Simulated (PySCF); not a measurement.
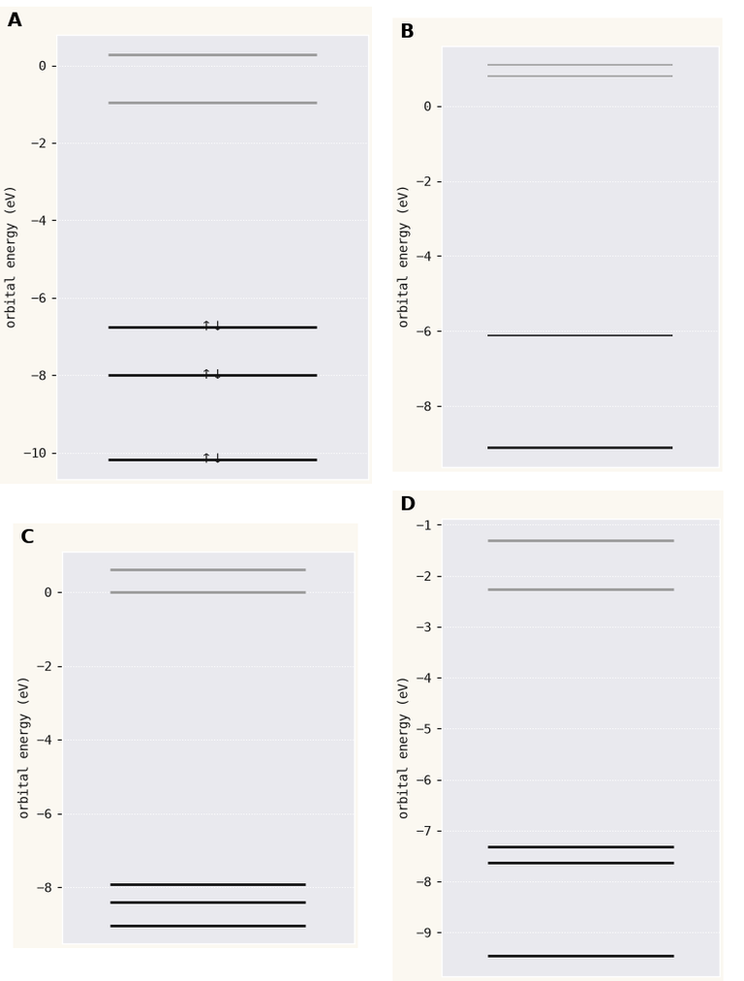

Kohn-Sham orbital energies near the frontier, PBE0/def2-SVPD in PySCF, at a GFN2-xTB geometry (no frequency check), isolated molecule; empty levels in grey, levels within 0.03 eV side by side.

**Assign the panels.**
1. C₅H₁₀O₃, SMILES CCOCOC(C)=O
2. C₃H₇OP, SMILES CPC(C)=O
3. C₅H₆O₃, SMILES C=C(OC)C(=O)C=O
4. C₆H₁₅N, SMILES CCCCN(C)C

A: 2 (HOMO −6.76 eV, LUMO −0.95 eV)
B: 4 (HOMO −6.12 eV, LUMO 0.80 eV)
C: 1 (HOMO −7.91 eV, LUMO 0.00 eV)
D: 3 (HOMO −7.32 eV, LUMO −2.26 eV)

Limits of at least one run: empty levels above zero depend strongly on the basis; one conformer of a flexible molecule; the tight-binding geometry is rougher than a DFT one and adds to the error.
